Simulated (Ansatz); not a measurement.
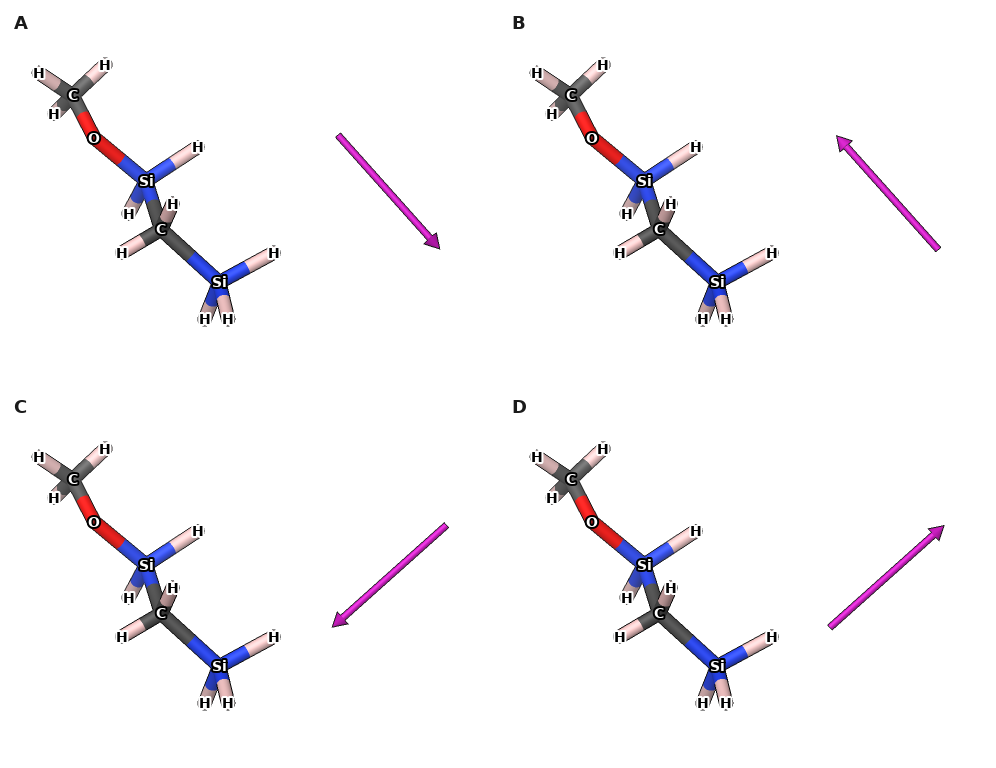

The same molecule four times, each with an arrow. The computed structure is the end point of a PBE0-D4/def2-TZVP optimisation. No frequency run is at hand to confirm it as a minimum. Method: RKS PBE0-D4/def2-TZVP (Ansatz 0.2.0).

Which arrow points along the dipole moment, from the negative to the positive end?

Answer. B. The dipole moment is 0.93 D.
